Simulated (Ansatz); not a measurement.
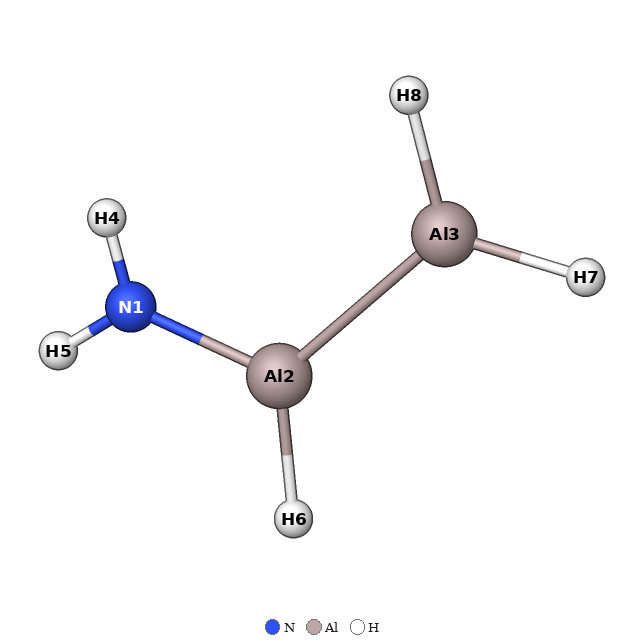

Harmonic vibrations computed with RKS PBE0-D4/def2-TZVP (Ansatz 0.2.0) at a stationary point of the same level.

Q: How many imaginary frequencies does it have?

A: A minimum: no imaginary frequency, and the lowest mode lies at 28 cm⁻¹.

Q: How many vibrational modes are there, and where do they lie?

A: 18 modes: 28, 115, 303, 337, 380, 468, 519, 546, 553, 731, 782, 817, 1569, 1874, 1885, 1897, 3596, 3689 cm⁻¹.
